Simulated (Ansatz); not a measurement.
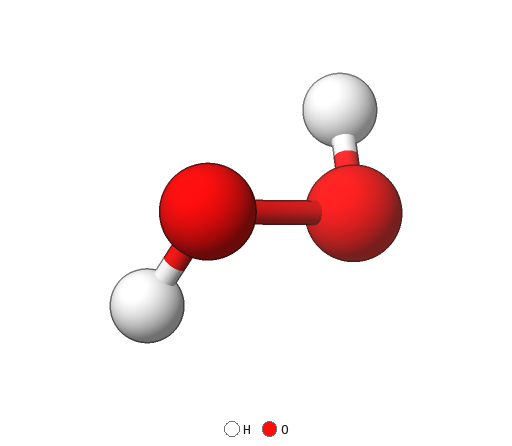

Rendered structure (ball-and-stick style).

What does the picture show?

The molecule is H₂O₂. The point group is C2. Coordination: 2 O bent.

More results for the same structure follow; atom numbers are the same in all pictures, views and colours differ. The computed structure is the end point of a PBE0-D4/def2-TZVP optimisation.

Electronic properties

Method: RKS PBE0-D4/def2-TZVP (Ansatz 0.2.0).

Give the dipole moment at this level.

Answer. 1.86 D.

What is the harmonic zero-point energy?

Answer. 70.7 kJ/mol.

Charges

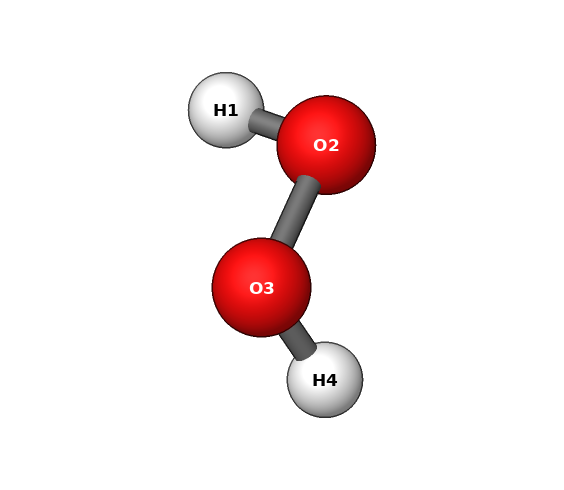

The questions are on Mulliken charges. Method: RKS PBE0-D4/def2-TZVP (Ansatz 0.2.0).

List the Mulliken charges.

```json
{"atom": "H1", "value (e)": "0.33"}
{"atom": "O2", "value (e)": "−0.33"}
{"atom": "O3", "value (e)": "−0.33"}
{"atom": "H4", "value (e)": "0.33"}
```

Thermal motion

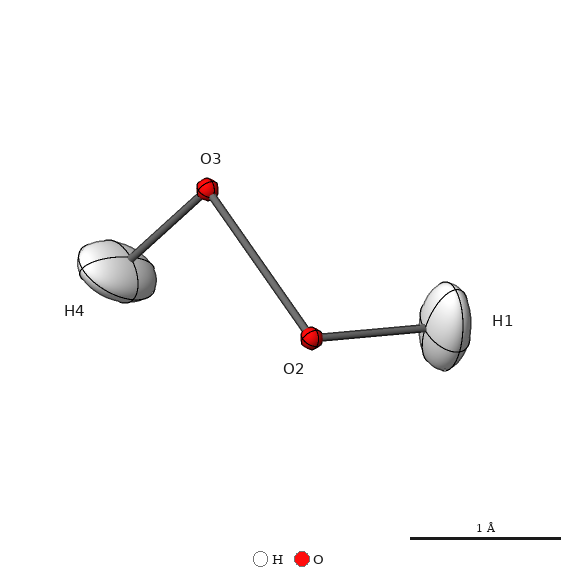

Displacement ellipsoids at the 50 % level, enlarged 1.5 times, from the internal vibrations of the free molecule (harmonic, no overall translation or rotation; no half-axis is drawn under 0.075 Å). Vibrations computed with RKS PBE0-D4/def2-TZVP (Ansatz 0.2.0). Temperature: 200 K.

Which atom has the largest mean-square displacement?

Answer. H1, H4, with U_eq = 0.0124 Å².

Does H4 move more along its bond or across it?

Answer. Across it: the root-mean-square amplitude is 0.065 Å along the bond and up to 0.149 Å across, since bending and torsion are softer than stretching.

List U_eq and the three principal root-mean-square amplitudes for each kind of atom.

```json
{"atom": "H1, H4", "U_eq (Å²)": "0.0124", "rms amplitudes (Å)": "0.064, 0.104, 0.149"}
{"atom": "O2, O3", "U_eq (Å²)": "0.00024", "rms amplitudes (Å)": "0.007, 0.011, 0.023"}
```

Mulliken values depend strongly on the basis set and can even reverse the polarity of a bond.
